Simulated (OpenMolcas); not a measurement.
**One shape, several levels: GaCNCl2 (SMILES N#[C][Ga]([Cl])[Cl])**

We compute a comparison of 6 runs (HF/3-21G, B2PLYP/cc-pVDZ, BLYP/cc-pVDZ, M06-L/cc-pVDZ, PBE0/cc-pVDZ, SVWN5/cc-pVDZ) of GaCNCl2. 

The calculation is run with OpenMolcas 26.06.

1 further run of the same task is left out (set aside as unsound or not needed).

### Step 1. The molecule

GaCNCl2: 5 atoms, total charge 0, spin state singlet. SMILES: `N#[C][Ga]([Cl])[Cl]`. The C2–Ga3 distance was set to 2.494 Å, away from the relaxed value.

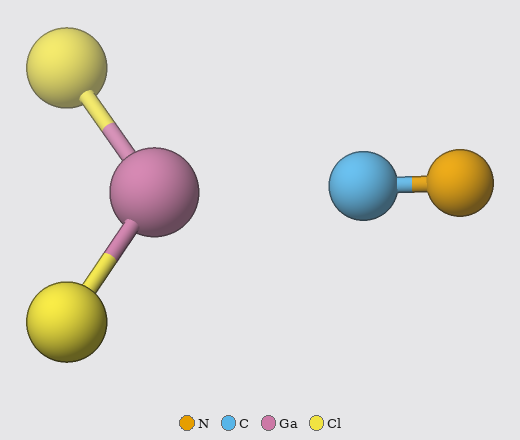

The structure, seen from a chosen angle (nitrogen amber, carbon blue, gallium pink, chlorine yellow).

### Step 2. The energy at HF/3-21G (run 1)

Input file run.inp:

```
* CCl2GaN Hartree-Fock

&GATEWAY
  BASLIB=$CurrDir
  COORD
  5
  angstrom
  N        1.117458      -1.619193       2.358245
  C        0.701358      -1.016093       1.469445
  Ga      -0.199400       0.288700      -0.455700
  Cl      -1.735500      -0.526200      -1.643200
  Cl       0.581700       2.197000      -0.881800
  BASIS=3-21G
  GROUP=NoSym

&SEWARD

&SCF
  THRESHOLDS=1e-10 1e-07 1e-07 1e-05
  PRORBITALS=1 1
```

The basis set 3-21G is read from a file made from the Basis Set Exchange's data (not shown).

Run with:

```bash
$ export MOLCAS_MEM=1860
$ pymolcas run.inp > run.log
```

The program printed:

```text
--- Start Module: gateway ---
[...]
--- Stop Module: gateway /rc=_RC_ALL_IS_WELL_ ---
--- Start Module: seward ---
[...]
      Basis functions           66
--- Stop Module: seward /rc=_RC_ALL_IS_WELL_ ---
[...]
--- Start Module: scf ---
[...]
       Convergence after  14 Iterations
[...]
::    Total SCF energy                              -2920.3081634646
[...]
      Total spin, S                                     0.0000000000
[...]
      Total electronic charge=   78.000000
      Total            charge=   -0.000000
[...]
      Dipole Moment (debye):
      Origin of the operator (angstrom)=   -0.1821    0.2636   -0.4188
                   X= -1.2573E+00               Y=  1.8225E+00               Z= -2.6869E+00           Total=  3.4816E+00
      Quadrupole Moment (debye*angstrom):
[...]
--- Stop Module: scf /rc=_RC_ALL_IS_WELL_ ---
[...]
```

Run time: 4.2 s. Hardware: 1 thread of Intel Xeon Platinum 8259CL at 2.50GHz (Skylake/Cascade Lake), shared host; peak memory 0.41 GiB.

### Step 3. A single-point energy at B2PLYP/cc-pVDZ (run 2)

Input file job.input:

```
&GATEWAY
  BasLib
  $CurrDir
  Coord
  5
  angstrom
  N        1.117458      -1.619193       2.358245
  C        0.701358      -1.016093       1.469445
  Ga      -0.199400       0.288700      -0.455700
  Cl      -1.735500      -0.526200      -1.643200
  Cl       0.581700       2.197000      -0.881800
  Basis
  cc-pVDZ
  Group
  NoSym

&SEWARD
  GridInput
  Grid=UltraFine
  End of Grid

&SCF
  KSDFT
  B2PLYP_SCF
  Thresholds
  1e-10 1e-07 1e-07 1e-05
  PrOrbitals
  0

&MBPT2
  Frozen
  21
```

The basis set cc-pVDZ is read from a file made from the Basis Set Exchange's data (not shown).

Run with:

```bash
$ export MOLCAS_MEM=1860
$ pymolcas job.input > job.log
```

The program printed:

```text
--- Start Module: gateway ---
[...]
--- Stop Module: gateway /rc=_RC_ALL_IS_WELL_ ---
[...]
      Basis functions           91
[...]
--- Start Module: scf ---
[...]
       Convergence after  14 Iterations
[...]
::    Total KS-DFT energy                           -2937.1523540506
[...]
      Total spin, S                                     0.0000000000
[...]
      Total electronic charge=   78.000000
      Total            charge=   -0.000000
[...]
      Dipole Moment (debye):
      Origin of the operator (angstrom)=   -0.1821    0.2636   -0.4188
                   X= -1.6026E+00               Y=  2.3228E+00               Z= -3.4250E+00           Total=  4.4379E+00
      Quadrupole Moment (debye*angstrom):
[...]
--- Stop Module: scf /rc=_RC_ALL_IS_WELL_ ---
[...]
--- Start Module: mbpt2 ---
[...]
 ###    WARNING: MP2 implementation intended for RHF references only         ###
 ###############################################################################
MBPT2 WARNING: Reference function according to RunFile:KS-DFT
I'll assume you know what you're doing and continue
WARNING!
Default frozen orbitals as non valence orbitals is overwritten by user input.
Default values:  26
[...]
       Reference weight ( Cref**2 )         =        0.70839
::    Total MBPT2 energy                            -2937.9286106217
[...]
      Total MBPT2 calculations                           0.46      0.52
--- Stop Module: mbpt2 /rc=_RC_ALL_IS_WELL_ ---
[...]
```

Wall time 26 s (1 thread of Intel Xeon Platinum 8259CL at 2.50GHz (Skylake/Cascade Lake), shared host); peak memory 0.5 GiB.

Runs 3 to 5 aren't shown in full; the table further down has their settings and results.

### Step 4. The energy at SVWN5/cc-pVDZ (run 6)

Input file calc.inp:

```
&GATEWAY
  BASLIB=$CurrDir
  BASISSET
  N.cc-pVDZ....
  N1 1.117458 -1.619193 2.358245 angstrom
  End of Basis
  BASISSET
  C.cc-pVDZ....
  C2 0.701358 -1.016093 1.469445 angstrom
  End of Basis
  BASISSET
  Ga.cc-pVDZ....
  Ga3 -0.199400 0.288700 -0.455700 angstrom
  End of Basis
  BASISSET
  Cl.cc-pVDZ....
  Cl4 -1.735500 -0.526200 -1.643200 angstrom
  Cl5 0.581700 2.197000 -0.881800 angstrom
  End of Basis

&SEWARD
  GRIDINPUT
  Grid=UltraFine
  End of Grid

&SCF
  KSDFT=SVWN5
  THRESHOLDS=1e-10 1e-07 1e-07 1e-05
  PRORBITALS=1 2
```

The basis set cc-pVDZ is read from a file made from the Basis Set Exchange's data (not shown).

Run with:

```bash
$ export MOLCAS_MEM=1860
$ pymolcas calc.inp > calc.log
```

The program printed:

```text
--- Start Module: gateway ---
[...]
--- Stop Module: gateway /rc=_RC_ALL_IS_WELL_ ---
--- Start Module: seward ---
[...]
      Basis functions           91
--- Stop Module: seward /rc=_RC_ALL_IS_WELL_ ---
[...]
--- Start Module: scf ---
[...]
       Convergence after  17 Iterations
[...]
::    Total KS-DFT energy                           -2931.3649564437
[...]
      Total spin, S                                     0.0000000000
[...]
      Total electronic charge=   78.000000
      Total            charge=   -0.000000
[...]
      Dipole Moment (debye):
      Origin of the operator (angstrom)=   -0.1821    0.2636   -0.4188
                   X= -1.3889E+00               Y=  2.0130E+00               Z= -2.9683E+00           Total=  3.8461E+00
      Quadrupole Moment (debye*angstrom):
[...]
--- Stop Module: scf /rc=_RC_ALL_IS_WELL_ ---
[...]
```

Run time: 22 s. Hardware: 1 thread of Intel Xeon Platinum 8259CL at 2.50GHz (Skylake/Cascade Lake), shared host; peak memory 0.5 GiB.

### Step 5. Overview of the runs

```csv
run,level,frozen core orbitals,integration grid,energy (Eh),dipole moment (D),HOMO energy (eV),LUMO energy (eV),wall time
1,HF/3-21G,–,–,-2920.308163,3.48,-12.66,-0.28,4.2 s
2,B2PLYP/cc-pVDZ,21,UltraFine,-2937.361943,4.44,-10.45,-2.29,26 s
3,BLYP/cc-pVDZ,–,UltraFine,-2938.185867,3.88,-7.72,-4.21,31 s
4,M06-L/cc-pVDZ,–,UltraFine,-2938.080332,3.85,-8.22,-4.22,38 s
5,PBE0/cc-pVDZ,–,UltraFine,-2937.476741,4.14,-9.42,-3.52,29 s
6,SVWN5/cc-pVDZ,–,UltraFine,-2931.364956,3.85,-8.03,-4.55,22 s
```

### Step 6. Summary of results

| quantity | value |
| --- | --- |
| run 6: total energy | -2931.36496 Eh |
| run 6: dipole moment | 3.85 D |
| run 6: HOMO energy | -8.03 eV |
| run 6: LUMO energy | -4.55 eV |
| run 6: HOMO–LUMO gap | 3.48 eV |

In words: The dipole moment (its size) runs from 3.48 D (HF/3-21G) to 4.44 D (B2PLYP/cc-pVDZ). The two ends differ in method and basis. A double hybrid's value is that of its SCF part. The HOMO–LUMO gap runs from 3.48 eV (SVWN5/cc-pVDZ) to 12.38 eV (HF/3-21G). For B2PLYP the log adds the whole second-order term; the table takes 0.27 of it, as the functional is defined. Totals of different functionals can't be ranked against each other. All runs together took 2.5 min, the longest 38 s.
